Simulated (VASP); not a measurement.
Band structure of Cu (fcc). Level of theory: r2SCAN+rVV10, VASP's PBE PAW potentials (set 64) (plane waves; VASP).

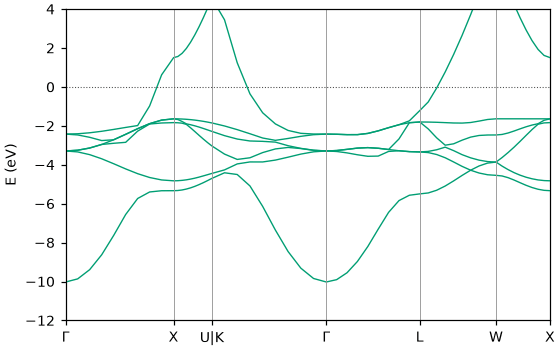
Figure. Bands along high-symmetry lines, zero at the valence-band maximum or, without a gap, the Fermi level

Task: Read the plot: is there a gap, and where are the band edges?

Result: It has no gap at this level: it comes out as a metal or semimetal.

The compound is Cu in the fcc structure. It was relaxed first.
